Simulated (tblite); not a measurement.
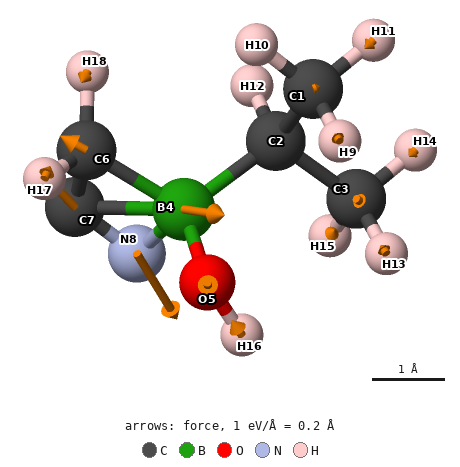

Starting geometry of C5H10BNO with the computed forces as orange arrows. A ball-and-stick model, seen at a tilt.

All numbers below come from GFN2-xTB geometry optimisation, gas phase (tblite 0.8.0). 

**What follows when this structure is relaxed?**

It isn't relaxed: the largest force vector, on N8, is 7.55 eV/Å. The final displacements have little in common with the starting forces (cosine between the two patterns −0.15). The energy falls by 2.770 eV in 223 geometry steps. N8 moves most after the best rigid fit: 3.09 Å. By element the largest moves are N 3.09 Å, H 1.76 Å, C 1.41 Å, O 0.79 Å, B 0.39 Å. Among the contacts that change: B4–N8 1.514 → 3.539 Å, B4–C7 1.731 → 2.548 Å, B4–O5 1.493 → 1.331 Å, O5–H16 0.996 → 0.959 Å. Bonds break: B4–N8 (1.51 → 3.54 Å). Bond angles that change, for instance: C6–C7–N8 120.7° → 179.3°, B4–C6–C7 68.5° → 113.6°, H17–C6–H18 119.9° → 107.3°.
